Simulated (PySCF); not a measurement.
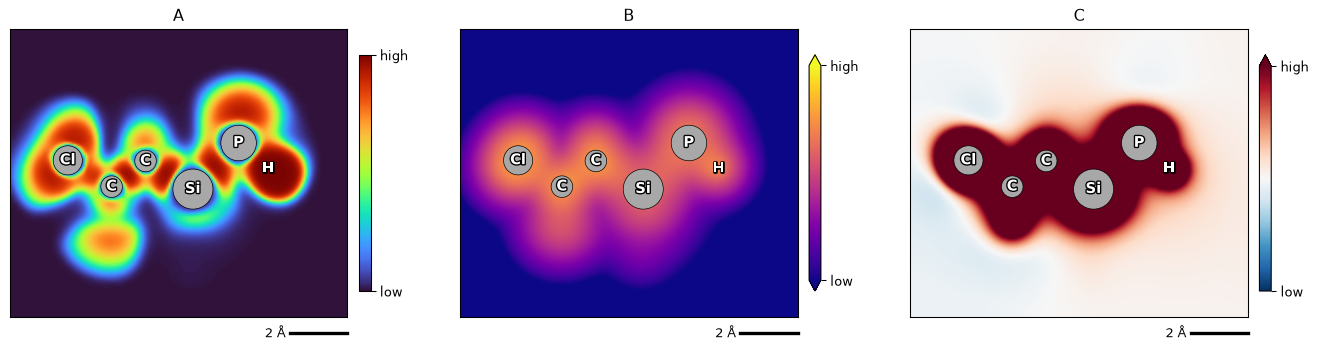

C₂H₇Cl₃P₂Si: 3 fields on the plane of atoms P3, Si2 and C5, with unlabelled colour scales. Grey discs cover the atomic cores.

Geometry: GFN2-xTB.

The calculation used PySCF, PBE0/pcSseg-1, SCF density, gas phase, non-relativistic.

**Match the panels to the quantities (electron density, electron localisation function and electrostatic potential).**

Panel A: electron localisation function. Panel B: electron density. Panel C: electrostatic potential (strongly positive close to the atoms and fading to about zero outside). From the grid: C–C (1.50 Å): ρ is about 1.7 e/Å³ halfway; the ELF peaks at about 0.95 between the atoms, as expected for a shared electron pair. C–Cl (1.79 Å): the density is about 1.3 e/Å³ at the midpoint; the ELF peaks at about 0.90 between the atoms, as expected for localised, covalent bonding.
